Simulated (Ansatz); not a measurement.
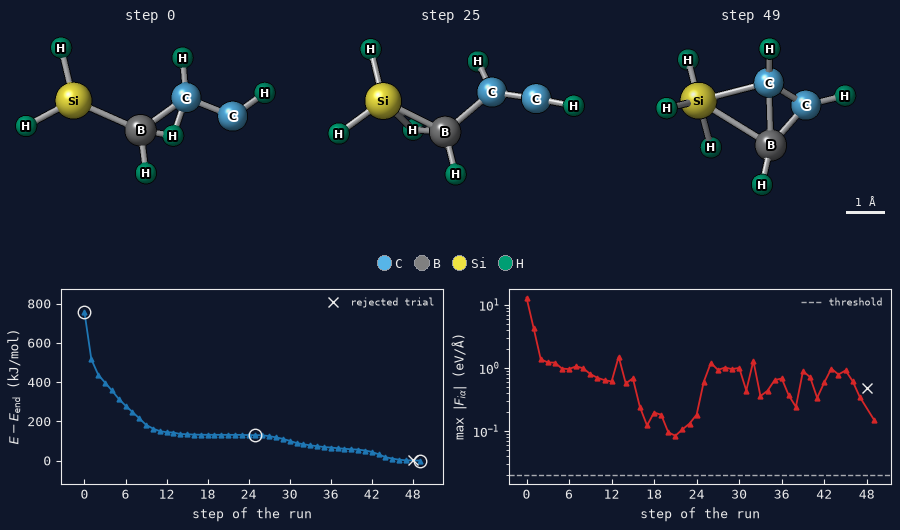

Frames of a relaxation of C2H6BSi (charge +1), marked on the history of the run. Style: ball-and-stick. Shown face on.

The run prepares an end point of a later path (hydrogen shift) calculation, from a guessed geometry.

The calculation used RKS BLYP-D4/def2-SVP (Ansatz 0.2.0).

Input
```yaml
crystal:
  periodic: [false, false, false]
  atoms:
    - { symbol: C, position_ang: [-1.35488, 1.49429, -0.56756] }
    - { symbol: C, position_ang: [-0.56349, 0.68219, 0.16515] }
    - { symbol: B, position_ang: [0.28331, -0.42335, -0.46406] }
    - { symbol: Si, position_ang: [1.43371, -1.56278, 0.66094] }
    - { symbol: H, position_ang: [-0.3358, 0.15552, -0.76161] }
    - { symbol: H, position_ang: [-1.94961, 2.27583, -0.11914] }
    - { symbol: H, position_ang: [-0.55694, 0.8605, 1.23602] }
    - { symbol: H, position_ang: [0.24138, -0.58703, -1.62479] }
    - { symbol: H, position_ang: [2.31476, -2.65367, 0.23149] }
    - { symbol: H, position_ang: [1.57921, -1.48169, 2.1215] }
total_charge: 1
basis:
  gaussian: { orbitals: def2-SVP }
hamiltonian:
  xc: blyp
  dispersion: d4
relax:
  f_tol: 0.02
  max_steps: 50
```

Run as
```bash
ansatz run input.yaml --threads 2 --pin off --max-ram 3072MiB --backend cpu --events-out ev --progress --plain --runs-dir out
```

Describe the path.

Answer. The relaxation stopped without meeting its thresholds, so the last structure isn't shown to be converged. It used up its limit of 50 steps. After 48 accepted moves (49 points after the start) the energy has fallen by 755.2 kJ/mol. Largest force component: 13 eV/Å at the start, 0.15 eV/Å at the end. The line search rejected the trial step at point 48 of the run. The largest move after the best rigid fit is that of H5, 1.92 Å. Largest moves by element: H 1.92 Å, B 0.91 Å, C 0.79 Å, Si 0.74 Å. Among the contacts that change: C2–H5 1.090 → 2.652 Å, Si4–H5 2.847 → 1.526 Å, C2–Si4 3.045 → 2.002 Å, C1–B3 2.524 → 1.483 Å. New bonds form: C1–B3 (2.52 → 1.48 Å), Si4–H5 (2.85 → 1.53 Å). Bonds break: B3–H5 (0.90 → 1.87 Å), C2–H5 (1.09 → 2.65 Å). Bond angles that change, for instance: C1–C2–B3 122.4° → 56.2°, C2–B3–Si4 120.4° → 58.0°, B3–C2–H7 121.4° → 155.5°. The run took 67 s on 2 threads of Arm Neoverse V2, with other jobs on the host, peak memory 0.16 GiB. From step 0 to 25: H5 moves most (1.88 Å), energy −625.5 kJ/mol. From step 25 to 49: H7 moves most (2.10 Å), energy −129.7 kJ/mol.

```csv
step,"E − E(0), kJ/mol","largest force component, eV/Å",note
0,0.00,13.1049,
1,-238.58,4.3301,
2,-316.78,1.3887,
3,-357.54,1.2336,
4,-397.15,1.2246,
5,-440.40,0.9855,
6,-475.06,0.9679,
7,-507.08,1.0720,
8,-539.28,0.9954,
9,-572.86,0.8072,
10,-591.57,0.7042,
12,-610.09,0.6160,
14,-619.71,0.5733,
16,-622.60,0.2410,
18,-623.57,0.1985,
20,-623.73,0.0963,
22,-623.86,0.1075,
24,-624.96,0.1842,
26,-625.74,1.2116,
28,-636.51,1.0216,
31,-665.24,0.4429,
33,-677.31,0.3612,
35,-686.02,0.6470,
37,-691.81,0.3696,
39,-697.28,0.9002,
41,-703.67,0.3391,
43,-722.85,0.9850,
45,-744.83,0.9203,
47,-753.57,0.3518,
49,-755.16,0.1536,
```
